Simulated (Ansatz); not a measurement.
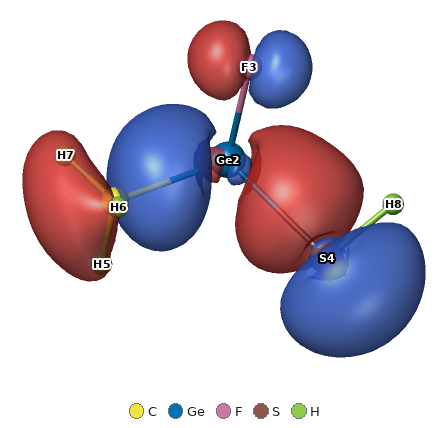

Figure. CH$_{4}$FGeS (SMILES [CH3][Ge]([F])[SH]) (doublet). The HOMO−1 (β) at ±0.1 Å⁻³ᐟ² (red and blue are the two phases), seen at a tilt.

Geometry: PBE0-D4/def2-TZVP.

These are results of UKS PBE0-D4/def2-TZVPP in Ansatz 0.2.0, not measurements.

```yaml
atoms:
  - { symbol: C, position_ang: [-0.1302, 1.1682, -0.5980] }
  - { symbol: Ge, position_ang: [0.5459, -0.6356, -0.2368] }
  - { symbol: F, position_ang: [1.8016, -0.4446, 0.9744] }
  - { symbol: S, position_ang: [-1.0948, -1.8249, 0.6925] }
  - { symbol: H, position_ang: [-1.0079, 1.1105, -1.2419] }
  - { symbol: H, position_ang: [-0.3959, 1.6217, 0.3588] }
  - { symbol: H, position_ang: [0.6445, 1.7610, -1.0828] }
  - { symbol: H, position_ang: [-0.2710, -2.8134, 1.0779] }
```

**What is the character of this orbital?**

By Hirshfeld shares it lies mainly on S4 (about 40 %), C1 (about 20 %), Ge2 (about 20 %) and F3 (about 10 %). Its energy is −8.92 eV.
